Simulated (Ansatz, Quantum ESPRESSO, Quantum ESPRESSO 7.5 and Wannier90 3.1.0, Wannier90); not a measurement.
# Ballistic channels from Wannier functions: zigzag Sb chain, bond 2.75 Å, width 0.8 Å

How many channels does the wire offer, and does a small Wannier basis get them right? The wire: zigzag Sb chain, bond 2.75 Å, width 0.8 Å.

Method: plane-wave DFT, LDA, GBRV ultrasoft pseudopotentials (cross-check by Ansatz 0.2.0 with PAW datasets), in Quantum ESPRESSO 7.5 and Wannier90 3.1.0.

### Step 1. Set-up

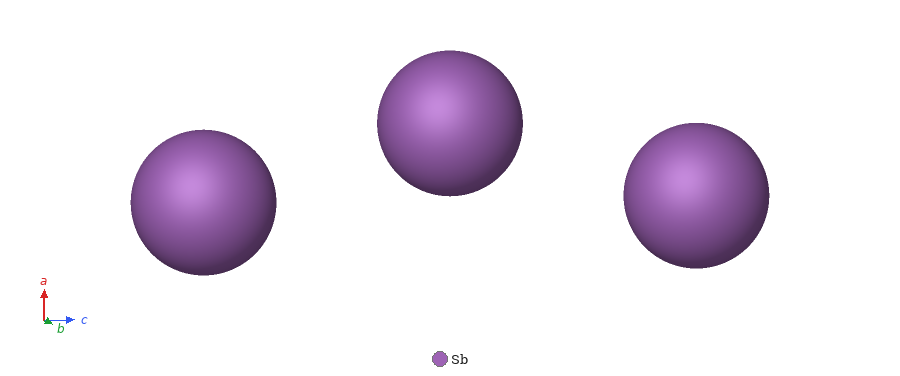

Start, viewed from the side, with the c axis across the page; antimony purple. Some periodic images of atoms are drawn too.

The cell holds 2 atoms: 2 Sb. Cell: a = 9.000 Å, b = 8.000 Å, c = 5.262 Å, α = 90.0°, β = 90.0°, γ = 90.0°. Vacuum lies along a and b. The structure's axis is c.

### Step 2. SCF with pw.x

Contents of scf.in:

```
&control
  prefix = 'scf'
  outdir = './out'
  pseudo_dir = './pseudo'
  calculation = 'scf'
  tprnfor = .true.
/
&system
  ibrav = 0
  nat = 2
  ntyp = 1
  ecutwfc = 34
  ecutrho = 170
  occupations = 'smearing'
  smearing = 'mv'
  degauss = 0.005
/
&electrons
  conv_thr = 1e-07
  mixing_beta = 0.4
  electron_maxstep = 120
  mixing_mode = 'local-TF'
/
ATOMIC_SPECIES
  Sb  121.7600  sb_lda_v1.4.uspp.F.UPF
CELL_PARAMETERS angstrom
  9.00000000000000 0.00000000000000 0.00000000000000
  0.00000000000000 8.00000000000000 0.00000000000000
  0.00000000000000 0.00000000000000 5.26212884676915
ATOMIC_POSITIONS crystal
  Sb  -0.044444444400 0.000000000000 0.000000000000
  Sb  0.044444444400 0.000000000000 0.500000000000
K_POINTS automatic
  1 1 12 0 0 0
```

Started as:

```
OMP_NUM_THREADS=1 mpirun -n 2 pw.x -nk 1 -in scf.in > scf.out
```

The program printed:

```text
Program PWSCF v.7.5 starts
[citation notice left out]

     Parallel version (MPI & OpenMP), running on       2 processor cores
     Number of MPI processes:                 2
     Threads/MPI process:                     1

     MPI processes distributed on     1 nodes
[...]
Current dimensions of program PWSCF are:
     Max number of different atomic species (ntypx) = 10
     Max number of k-points (npk) =  40000
     Max angular momentum in pseudopotentials (lmaxx) =  4
     Message from routine setup:
     using ibrav=0 with symmetry is DISCOURAGED, use correct ibrav instead

     R & G space division:  proc/nbgrp/npool/nimage =       2
     Subspace diagonalization in iterative solution of the eigenvalue problem:
     a serial algorithm will be used

     Parallelization info
     --------------------
     sticks:   dense  smooth     PW     G-vecs:    dense   smooth      PW
     Min        1744    1393    386                47884    34245    5039
     Max        1745    1394    387                47885    34246    5040
     Sum        3489    2787    773                95769    68491   10079

     Using Slab Decomposition

     bravais-lattice index     =            0
     lattice parameter (alat)  =      17.0075  a.u.
     unit-cell volume          =    2556.7636 (a.u.)^3
     number of atoms/cell      =            2
     number of atomic types    =            1
     number of electrons       =        30.00
     number of Kohn-Sham states=           19
     kinetic-energy cutoff     =      34.0000  Ry
     charge density cutoff     =     170.0000  Ry
     scf convergence threshold =      1.0E-07
     mixing beta               =       0.4000
     number of iterations used =            8  local-TF  mixing
     Exchange-correlation=  SLA  PZ   NOGX NOGC
                           (   1   1   0   0   0   0   0)

     celldm(1)=  17.007535  celldm(2)=   0.000000  celldm(3)=   0.000000
     celldm(4)=   0.000000  celldm(5)=   0.000000  celldm(6)=   0.000000

     crystal axes: (cart. coord. in units of alat)
               a(1) = (   1.000000   0.000000   0.000000 )
               a(2) = (   0.000000   0.888889   0.000000 )
               a(3) = (   0.000000   0.000000   0.584681 )

     reciprocal axes: (cart. coord. in units 2 pi/alat)
               b(1) = (  1.000000  0.000000  0.000000 )
               b(2) = (  0.000000  1.125000  0.000000 )
               b(3) = (  0.000000  0.000000  1.710334 )

     PseudoPot. # 1 for Sb read from file:
     ./pseudo/sb_lda_v1.4.uspp.F.UPF
     Pseudo is Ultrasoft + core correction, Zval = 15.0
     Generated by new atomic code, or converted to UPF format
     Using radial grid of  891 points,  6 beta functions with:
                l(1) =   0
                l(2) =   0
                l(3) =   1
                l(4) =   1
                l(5) =   2
                l(6) =   2
     Q(r) pseudized with  8 coefficients,  rinner =    1.350   1.350   1.350
                                                       1.350   1.350

     atomic species   valence    mass     pseudopotential
     Sb               15.00   121.76000     Sb( 1.00)

      8 Sym. Ops., with inversion, found ( 4 have fractional translation)

   Cartesian axes

     site n.     atom                  positions (alat units)
         1        Sb     tau(   1) = (  -0.0444444   0.0000000   0.0000000  )
         2        Sb     tau(   2) = (   0.0444444   0.0000000   0.2923405  )

     number of k points=     7  Marzari-Vanderbilt smearing, width (Ry)=  0.0050
                       cart. coord. in units 2pi/alat
        k(    1) = (   0.0000000   0.0000000   0.0000000), wk =   0.1666667
        k(    2) = (   0.0000000   0.0000000   0.1425279), wk =   0.3333333
        k(    3) = (   0.0000000   0.0000000   0.2850557), wk =   0.3333333
        k(    4) = (   0.0000000   0.0000000   0.4275836), wk =   0.3333333
        k(    5) = (   0.0000000   0.0000000   0.5701115), wk =   0.3333333
        k(    6) = (   0.0000000   0.0000000   0.7126393), wk =   0.3333333
        k(    7) = (   0.0000000   0.0000000  -0.8551672), wk =   0.1666667

     Dense  grid:    95769 G-vectors     FFT dimensions: (  72,  64,  48)

     Smooth grid:    68491 G-vectors     FFT dimensions: (  64,  60,  40)

     Estimated max dynamical RAM per process >     179.93 MB

     Estimated total dynamical RAM >     359.85 MB

     Initial potential from superposition of free atoms

     starting charge      28.0000, renormalised to      30.0000

     negative rho (up, down):  4.853E-04 0.000E+00
     Starting wfcs are   18 randomized atomic wfcs +    1 random wfcs

     total cpu time spent up to now is        0.5 secs

     per-process dynamical memory:    40.0 Mb

     Self-consistent Calculation

     iteration #  1     ecut=    34.00 Ry     beta= 0.40
     Davidson diagonalization with overlap
     ethr =  1.00E-02,  avg # of iterations =  7.3

     negative rho (up, down):  6.333E-02 0.000E+00

     total cpu time spent up to now is        1.8 secs

     total energy              =    -369.47100693 Ry
     estimated scf accuracy    <       2.40062120 Ry

     iteration #  2     ecut=    34.00 Ry     beta= 0.40
[...]
negative rho (up, down):  2.543E-01 0.000E+00

[...]
total energy              =    -368.70893683 Ry
     estimated scf accuracy    <       1.33045370 Ry

     iteration #  3     ecut=    34.00 Ry     beta= 0.40
[...]
negative rho (up, down):  2.297E-01 0.000E+00

[...]
total energy              =    -368.93720878 Ry
     estimated scf accuracy    <       0.08649749 Ry

     iteration #  4     ecut=    34.00 Ry     beta= 0.40
[...]
negative rho (up, down):  1.801E-01 0.000E+00

[...]
total energy              =    -368.92683797 Ry
     estimated scf accuracy    <       0.02587244 Ry

     iteration #  5     ecut=    34.00 Ry     beta= 0.40
[...]
negative rho (up, down):  8.273E-02 0.000E+00

[...]
total energy              =    -368.92105007 Ry
     estimated scf accuracy    <       0.00773735 Ry

     iteration #  6     ecut=    34.00 Ry     beta= 0.40
[...]
negative rho (up, down):  2.350E-02 0.000E+00

[...]
total energy              =    -368.91725512 Ry
     estimated scf accuracy    <       0.00300321 Ry

     iteration #  7     ecut=    34.00 Ry     beta= 0.40
[...]
negative rho (up, down):  9.188E-04 0.000E+00

[...]
total energy              =    -368.91698877 Ry
     estimated scf accuracy    <       0.00021017 Ry

     iteration #  8     ecut=    34.00 Ry     beta= 0.40
[...]
negative rho (up, down):  8.316E-04 0.000E+00

[...]
total energy              =    -368.91704551 Ry
     estimated scf accuracy    <       0.00002560 Ry

     iteration #  9     ecut=    34.00 Ry     beta= 0.40
[...]
negative rho (up, down):  1.063E-04 0.000E+00

[...]
total energy              =    -368.91705140 Ry
     estimated scf accuracy    <       0.00000766 Ry

     iteration # 10     ecut=    34.00 Ry     beta= 0.40
[...]
negative rho (up, down):  8.435E-05 0.000E+00

[...]
total energy              =    -368.91705301 Ry
     estimated scf accuracy    <       0.00000084 Ry

     iteration # 11     ecut=    34.00 Ry     beta= 0.40
[...]
negative rho (up, down):  9.882E-05 0.000E+00

[...]
total energy              =    -368.91705573 Ry
     estimated scf accuracy    <       0.00000027 Ry

     iteration # 12     ecut=    34.00 Ry     beta= 0.40
[...]
negative rho (up, down):  9.243E-05 0.000E+00

[...]
total energy              =    -368.91705573 Ry
     estimated scf accuracy    <       0.00000010 Ry

     iteration # 13     ecut=    34.00 Ry     beta= 0.40
[...]
negative rho (up, down):  9.630E-05 0.000E+00

[...]
End of self-consistent calculation

          k = 0.0000 0.0000 0.0000 (  8529 PWs)   bands (ev):

   -31.5654 -31.4151 -31.3535 -31.3498 -31.3138 -31.3108 -31.3091 -31.3081
   -31.2629 -31.2066 -13.1591  -8.6814  -6.3982  -4.3844  -3.8857  -1.5148
    -0.8522   1.0238   2.2429

          k = 0.0000 0.0000 0.1425 (  8531 PWs)   bands (ev):

   -31.5654 -31.4126 -31.3641 -31.3451 -31.3109 -31.3104 -31.3095 -31.3077
   -31.2650 -31.2047 -13.1213  -8.9455  -6.1468  -4.3462  -3.7555  -1.6309
    -0.9685   1.0089   2.0277

          k = 0.0000 0.0000 0.2851 (  8541 PWs)   bands (ev):

   -31.5636 -31.4064 -31.3891 -31.3351 -31.3131 -31.3092 -31.3077 -31.3016
   -31.2698 -31.2002 -13.0077  -9.5109  -5.6433  -4.2324  -3.3429  -1.9458
    -1.2793   1.0211   2.0331

          k = 0.0000 0.0000 0.4276 (  8554 PWs)   bands (ev):

   -31.5586 -31.4197 -31.3973 -31.3254 -31.3194 -31.3070 -31.3066 -31.2884
   -31.2758 -31.1983 -12.8181 -10.1413  -5.1477  -4.0444  -2.6294  -2.3830
    -1.7049   1.1229   2.1426

          k = 0.0000 0.0000 0.5701 (  8552 PWs)   bands (ev):

   -31.5483 -31.4521 -31.3845 -31.3285 -31.3191 -31.3073 -31.3038 -31.2832
   -31.2679 -31.2012 -12.5525 -10.7500  -4.7046  -3.7852  -2.8703  -2.1742
    -1.6682   1.3192   2.2512

          k = 0.0000 0.0000 0.7126 (  8568 PWs)   bands (ev):

   -31.5323 -31.4832 -31.3700 -31.3404 -31.3149 -31.3094 -31.3000 -31.2896
   -31.2458 -31.2106 -12.2108 -11.3053  -4.2763  -3.4595  -3.3611  -2.6401
    -0.5490   1.5109   1.9110

[...]
the Fermi energy is    -2.6517 ev

!    total energy              =    -368.91705577 Ry
     estimated scf accuracy    <          9.6E-09 Ry
     smearing contrib. (-TS)   =      -0.00050249 Ry
     internal energy E=F+TS    =    -368.91655328 Ry

     The total energy is F=E-TS. E is the sum of the following terms:
     one-electron contribution =    -465.93252777 Ry
     hartree contribution      =     236.11554766 Ry
     xc contribution           =     -86.47906632 Ry
     ewald contribution        =     -52.62050685 Ry

     convergence has been achieved in  13 iterations

     negative rho (up, down):  9.630E-05 0.000E+00

     Forces acting on atoms (cartesian axes, Ry/au):

     atom    1 type  1   force =    -0.00352358    0.00000000    0.00000000
     atom    2 type  1   force =     0.00352358    0.00000000    0.00000000

     Total force =     0.004983     Total SCF correction =     0.000244

[...]
=------------------------------------------------------------------------------=
   JOB DONE.
=------------------------------------------------------------------------------=
```

It took 15 s on 2 MPI ranks of Arm Neoverse V2, shared host; peak memory 0.43 GiB; 29 s of CPU time.

Read from the output:

```
free energy  : -5019.3722 eV
Fermi energy : -2.652 eV
```

The program's own clock; routines nest. Time by routine:

```
     routine  wall time (s)  calls
       PWSCF          14.03      1
   electrons          13.29      1
     c_bands           6.77     13
     cegterg            6.5     91
       h_psi           5.09    430
        fftw           4.92  10651
    vloc_psi           4.51    430
    sum_band           2.88     13
     mix_rho           1.87     13
        newd           1.81     14
        ffts              1   1497
    init_run           0.44      1
      calbec           0.42    549
h_psi:calbec           0.28    430
```

The run needed 13 iterations to bring the estimated error under 1e-07 Ry; the largest force on any atom, held or free, is 0.09 eV/Å.

### Step 3. Full uniform mesh without symmetry

Wannier90 needs the states on a whole uniform mesh, listed point by point, without symmetry.

nscf.in, as its differences from the input of step 2:

```diff
@@ -1,7 +1,6 @@
 &control
-  prefix = 'scf'
+  prefix = 'nscf'
   outdir = './out'
   pseudo_dir = './pseudo'
-  calculation = 'scf'
-  tprnfor = .true.
+  calculation = 'nscf'
 /
@@ -16,5 +15,8 @@
   degauss = 0.005
+  nosym = .true.
+  noinv = .true.
+  nbnd = 29
 /
 &electrons
-  conv_thr = 1e-07
+  conv_thr = 1e-09
   mixing_beta = 0.4
@@ -22,2 +24,3 @@
   mixing_mode = 'local-TF'
+  diago_full_acc = .true.
 /
@@ -32,3 +35,9 @@
   Sb  0.044444444400 0.000000000000 0.500000000000
-K_POINTS automatic
-  1 1 12 0 0 0
+K_POINTS crystal
+6
+  0.0000000000 0.0000000000 0.0000000000 0.1666666667
+  0.0000000000 0.0000000000 0.1666666667 0.1666666667
+  0.0000000000 0.0000000000 0.3333333333 0.1666666667
+  0.0000000000 0.0000000000 0.5000000000 0.1666666667
+  0.0000000000 0.0000000000 0.6666666667 0.1666666667
+  0.0000000000 0.0000000000 0.8333333333 0.1666666667
```

Started as:

```
cp -r out/scf.save out/nscf.save
cp out/scf.xml out/nscf.xml
OMP_NUM_THREADS=1 mpirun -n 2 pw.x -nk 1 -in nscf.in > nscf.out
```

The program printed:

```text
[banner, memory and clock lines left out]
Program PWSCF v.7.5 starts
[citation notice left out]

[...]
bravais-lattice index     =            0
     lattice parameter (alat)  =      17.0075  a.u.
     unit-cell volume          =    2556.7636 (a.u.)^3
     number of atoms/cell      =            2
     number of atomic types    =            1
     number of electrons       =        30.00
     number of Kohn-Sham states=           29
     kinetic-energy cutoff     =      34.0000  Ry
     charge density cutoff     =     170.0000  Ry
     Exchange-correlation=  SLA  PZ   NOGX NOGC
                           (   1   1   0   0   0   0   0)

[...]
PseudoPot. # 1 for Sb read from file:
     ./pseudo/sb_lda_v1.4.uspp.F.UPF
     Pseudo is Ultrasoft + core correction, Zval = 15.0
     Generated by new atomic code, or converted to UPF format
     Using radial grid of  891 points,  6 beta functions with:
                l(1) =   0
                l(2) =   0
                l(3) =   1
                l(4) =   1
                l(5) =   2
                l(6) =   2
     Q(r) pseudized with  8 coefficients,  rinner =    1.350   1.350   1.350
                                                       1.350   1.350

     atomic species   valence    mass     pseudopotential
     Sb               15.00   121.76000     Sb( 1.00)

     No symmetry found

[...]
number of k points=     6  Marzari-Vanderbilt smearing, width (Ry)=  0.0050
[...]
Dense  grid:    95769 G-vectors     FFT dimensions: (  72,  64,  45)

     Smooth grid:    68491 G-vectors     FFT dimensions: (  64,  60,  40)

     The potential is recalculated from file :
     ./out/nscf.save/charge-density

     negative rho (up, down):  9.605E-05 0.000E+00
     Starting wfcs are   18 randomized atomic wfcs +   11 random wfcs

     Band Structure Calculation
     Davidson diagonalization with overlap

     ethr =  3.33E-12,  avg # of iterations = 65.8

     End of band structure calculation

          k = 0.0000 0.0000 0.0000 (  8529 PWs)   bands (ev):

   -31.5660 -31.4157 -31.3539 -31.3502 -31.3144 -31.3114 -31.3097 -31.3087
   -31.2636 -31.2072 -13.1594  -8.6818  -6.3984  -4.3848  -3.8858  -1.5150
    -0.8527   1.0241   2.1610   2.2428   3.1566   3.2882   3.7564   3.8418
     4.0563   5.3203   5.8027   5.8825   5.9924

          k = 0.0000 0.0000 0.2851 (  8541 PWs)   bands (ev):

   -31.5641 -31.4070 -31.3896 -31.3356 -31.3137 -31.3098 -31.3083 -31.3021
   -31.2704 -31.2008 -13.0080  -9.5112  -5.6436  -4.2327  -3.3430  -1.9460
    -1.2797   1.0214   2.0327   3.0025   3.0097   3.4272   3.9059   4.2741
     4.3924   4.7750   5.3736   5.7431   5.8082

[...]
the Fermi energy is    -2.8611 ev
     (compare with:    -2.6517 eV, computed in scf)

[...]
```

Run time: 9.1 s. Hardware: 2 MPI ranks; peak memory 0.18 GiB; 18 s of CPU time.

This step gave:

```
Fermi energy : -2.861 eV
```

The program's own clock; routines nest. Time by routine:

```
     routine  wall time (s)  calls
       PWSCF            8.6      1
   electrons           8.26      1
     c_bands           8.26      1
     cegterg           7.99     23
       h_psi           5.29    424
    vloc_psi            4.7    424
        fftw           4.31   9182
     cdiaghg           0.29    401
h_psi:calbec           0.29    424
      calbec           0.29    424
  add_vuspsi           0.28    424
       s_psi           0.27    424
    init_run           0.25      1
        newd           0.15      1
```

(Continued in part 2 of 5.)

[Logs are printed without paths, hosts, clocks, repeated set-up lines and the standing remarks that a program may print on its own settings, such as how far it seeks lower states.]

[Hosts, paths, dates, database ids (printed as entryN), source tags and the programs' standing remarks are cut or masked in the printed files.]

[Maps of the electrostatic potential energy from Ansatz leave out the sawtooth potential of an applied field or a dipole correction, so their vacuum need not be flat; planar profiles and work functions include it.]
